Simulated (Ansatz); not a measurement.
CH$_{6}$FNOSi

Input

```
crystal:
  periodic: [false, false, false]
  atoms:
    - {symbol: C, position_ang: [-0.722449, 2.923171, -0.717852]}
    - {symbol: F, position_ang: [-1.677809, 1.429346, 2.908097]}
    - {symbol: "N", position_ang: [-0.823744, 2.189906, 0.531508]}
    - {symbol: O, position_ang: [-2.867589, 3.594109, 1.747724]}
    - {symbol: Si, position_ang: [-2.217645, 2.090159, 1.523087]}
    - {symbol: H, position_ang: [-0.820011, 2.283718, -1.616013]}
    - {symbol: H, position_ang: [-1.521904, 3.679043, -0.765673]}
    - {symbol: H, position_ang: [0.237357, 3.463838, -0.796145]}
    - {symbol: H, position_ang: [-0.075755, 1.522670, 0.694841]}
    - {symbol: H, position_ang: [-3.354272, 1.260857, 1.073578]}
    - {symbol: H, position_ang: [-2.240970, 4.292084, 1.977196]}
basis:
  gaussian: {orbitals: def2-TZVPD}
hamiltonian: {xc: pbe0}
output: {forces: true, orbitals: {seedname: orbitals}}
```

Launched as:

```sh
ansatz run input.yaml --threads 2 --pin off --max-ram 4350MiB --events-out events.jsonl --progress --plain --runs-dir runs
```

Geometry: B3LYP-D3(BJ)/def2-SVP.

Theory: isolated molecule in a Gaussian basis; Kohn-Sham density functional theory, functional PBE0 in Ansatz 0.2.0.

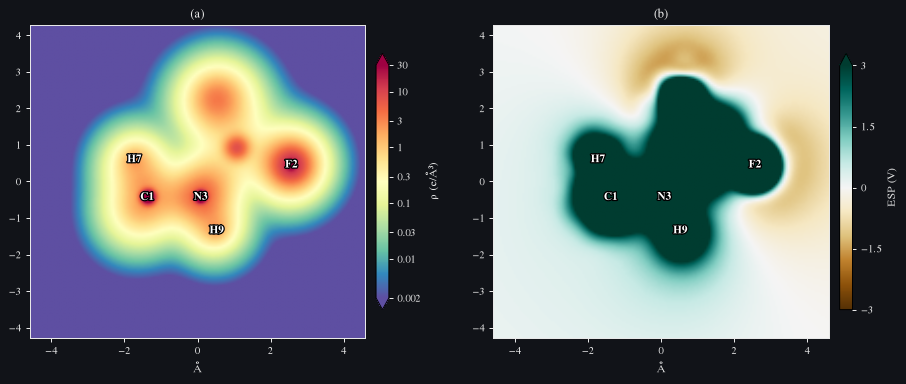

Figure 1. (a) electron density; (b) molecular electrostatic potential on the plane of atoms C1, N3 and H9.

**What do the fields say about this system?**

- Atoms in the plane: C, F, N and H.
- C–N (1.45 Å): ρ is about 1.9 e/Å³ halfway.
- N–H (1.02 Å): ρ is about 2.8 e/Å³ halfway.
- C–H (1.10 Å): ρ is about 2 e/Å³ halfway.
- Outside the dense part of the molecule the potential is most negative (−1.5 V) near O4, which lies off the plane.

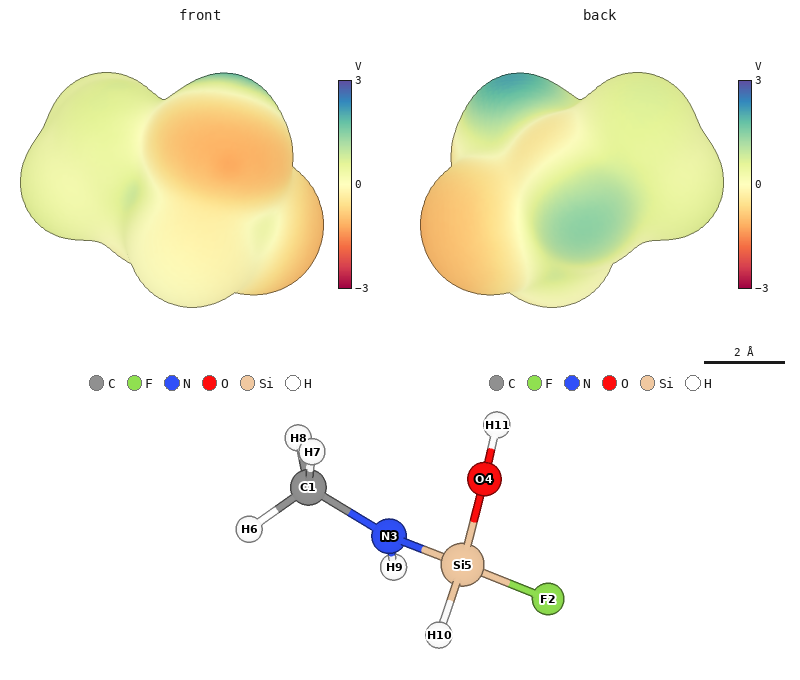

Figure 2. The electrostatic potential painted on the density surface at 0.001 e/bohr³, seen from the front and from behind; the colour scale runs from red (negative) to blue (positive). The bare structure is drawn below in the same view.

**Describe the electrostatic potential map.**

The most negative region (about −1.1 V, or −25 kcal/mol for a unit charge) lies over O4, the most positive (about +2.0 V, or +46 kcal/mol for a unit charge) over H11. O4 is the likeliest acceptor of a hydrogen bond.

**What dipole moment does the calculation give?**

Its dipole moment is 2.63 D.

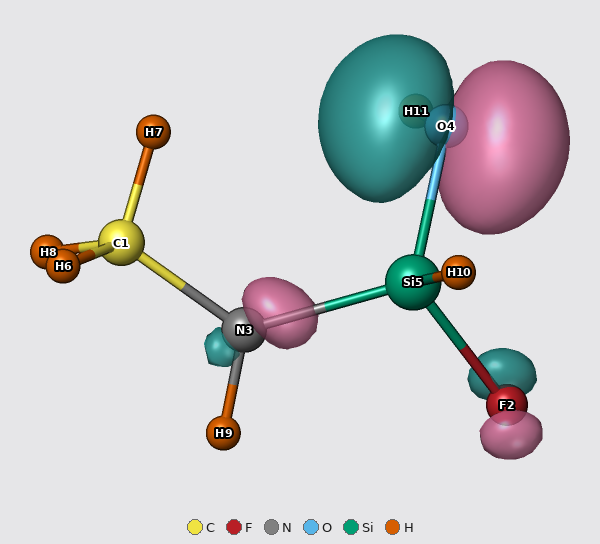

Figure 3. The HOMO−1 at ±0.2 Å⁻³ᐟ² (teal and pink are the two phases), seen at a tilt.

**Describe this orbital and give its energy.**

Its weight (Hirshfeld) is mainly on O4 (about 75 %); largely a lone pair of O4. Its energy is −9.77 eV.
